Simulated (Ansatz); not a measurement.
The parent structure is TiO2 in the anatase structure (space group I4_1/amd, No. 141; a = 3.7988 Å, c = 9.7007 Å). Axes: x, y, z lie along a, b, c of the conventional cell.

Structures relaxed with plane-wave PAW DFT at the PBE level (Ansatz, a first-principles code, 420 eV), spin-orbit coupling left out.

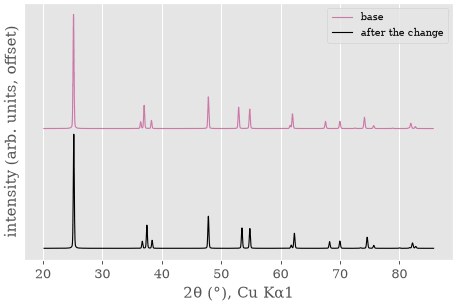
Figure: Simulated powder patterns before (top) and after one change

What was done to the base?
(A) uniaxial strain ε_zz = −2.40 %
(B) uniaxial strain ε_zz = −1.20 %
(C) uniaxial strain ε_zz = −3.00 %

B, uniaxial strain ε_zz = −1.20 %. Its volume per atom is 11.53 Å³ against 11.67 Å³, and its space group is I4_1/amd (No. 141).

No phonon test of stability was made. The final runs are not spin-polarised.
